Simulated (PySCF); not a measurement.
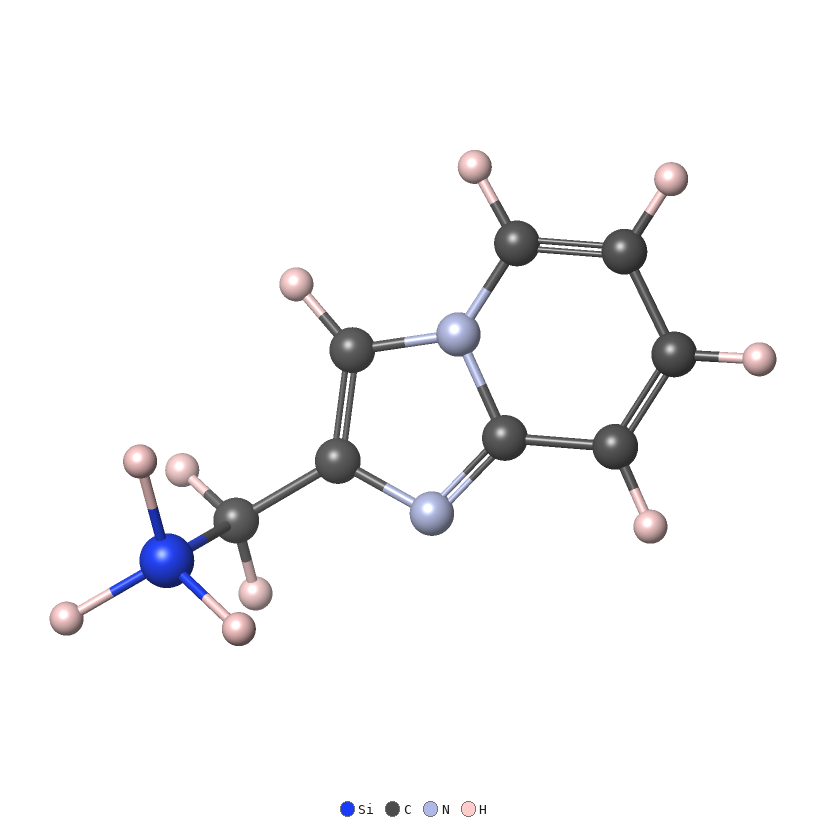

Rendered structure (ball-and-stick style).

The geometry was computed by an optimisation with GFN2-xTB. No frequency run is at hand to confirm it as a minimum.

Identify the structure.

The molecule is C8H10N2Si. SMILES: `[SiH3]Cc1cn2ccccc2n1`. Independent rings (smallest set): 1 of 5 members, 1 of 6 members, 2 of them aromatic. Among its groups: Si–H bond. This geometry has C1 symmetry. Coordination: 1 Si tetrahedral; 1 C tetrahedral; 7 C trigonal planar; 1 N trigonal planar; 1 N bent.

The parts below concern this one geometry. Atoms keep their numbers from picture to picture.

## Ring current

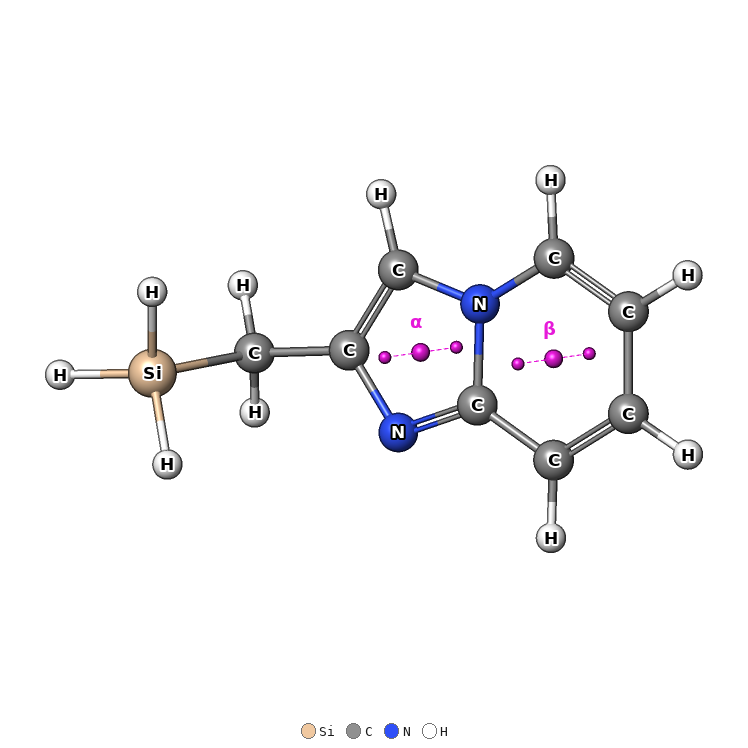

The small points mark where nucleus-independent chemical shifts (NICS) were computed: at the centre of each lettered ring and 1 Å above and below it. No frequency run is at hand to confirm it as a minimum. Level of theory: GIAO PBE0/pcSseg-1 NMR shielding, non-relativistic, gas phase (PySCF 2.14.0).

Give NICS(0), NICS(1) and the out-of-plane component NICS(1)zz for each ring (means of the two sides).

```csv
ring,members,NICS(0),NICS(1),NICS(1)zz
α,C3N2,−14.7,−13.6,−35.8
β,C5N,−7.5,−9.1,−22.3
```

Values in ppm.

What do the values say about the ring currents?

Answer. Ring α: diatropic, as in an aromatic ring. Ring β: diatropic, as in an aromatic ring. NICS is one index among several.

## Dipole moment

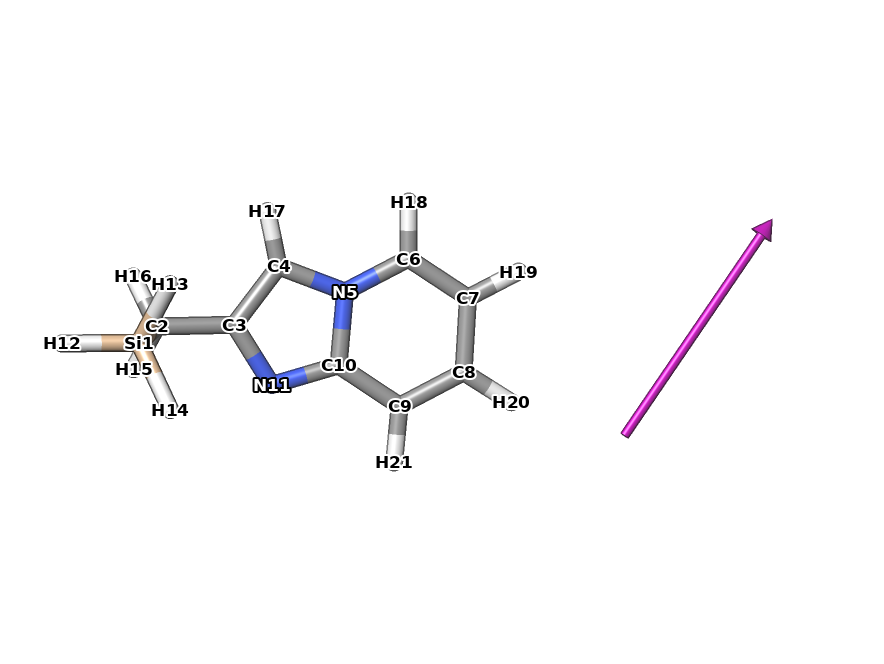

The arrow beside the molecule shows the direction of the dipole moment, from the negative to the positive end (its length means nothing). No frequency run is at hand to confirm it as a minimum. Properties computed with PBE0/pcSseg-1, gas phase (PySCF 2.14.0).

Estimate the dipole moment.

Answer. 3.00 D; it points from the side of H12, H14 to the side of H18, H19 (the outermost atoms at the two ends).

## NMR shielding

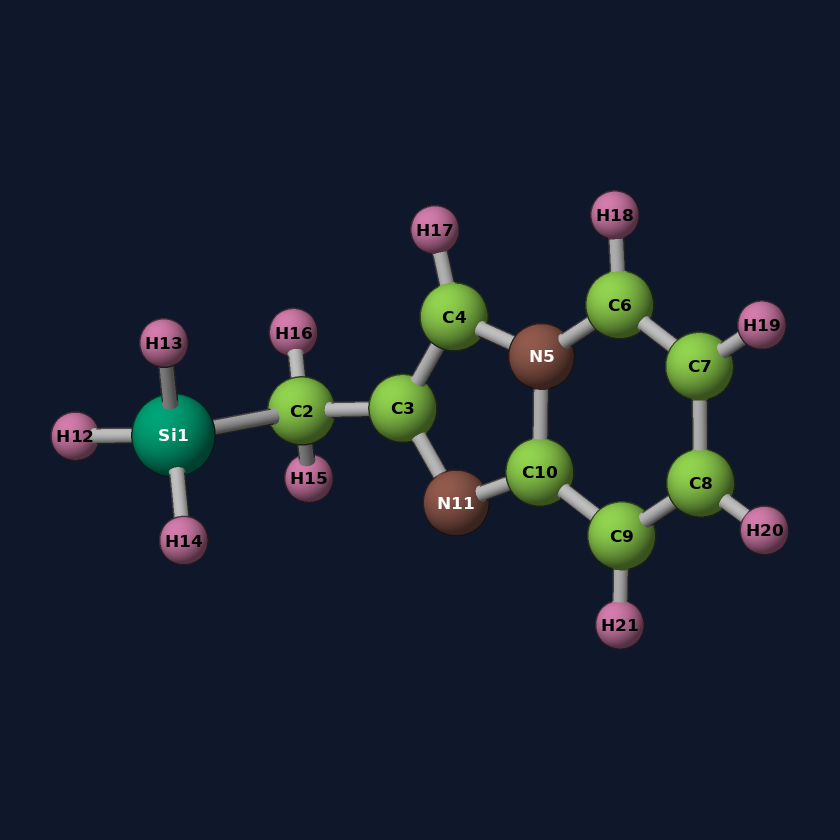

No frequency run is at hand to confirm it as a minimum. Properties computed with GIAO PBE0/pcSseg-1 NMR shielding, non-relativistic, gas phase (PySCF 2.14.0). Principal shieldings σ11 ≤ σ22 ≤ σ33, span Ω = σ33 − σ11, skew κ = 3(σiso − σ22)/Ω.

Give the shielding tensors of the Si atoms.

```tsv
atom	σ11	σ22	σ33	σiso	Ω	κ
Si1	373.8	403.3	464.4	413.8	90.6	0.35
```

Shieldings and span in ppm.

The geometry is semi-empirical. Around Si such bond lengths and angles can be off by a tenth of an ångström or more and by several degrees, and values that hang on the shape move with them.
